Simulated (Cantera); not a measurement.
Charge: 1 mol MgO, 0.89 mol N₂, at 13.3 mbar.

Method: chemical equilibrium by Gibbs-energy minimisation in Cantera with the NASA 1993 tables (ideal gas, pure condensed phases). Candidate condensed phases: Mg, MgO; 13 gas species. Equilibrium is a limit: real reactors are often held back by kinetics, nucleation or transport.

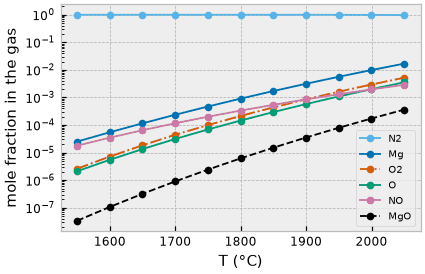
Figure. Equilibrium gas composition (values under 1e-9 drawn at 1e-9)

From 1550 °C to 2050 °C the condensed part is MgO(s). The main Mg-bearing gas is Mg throughout.
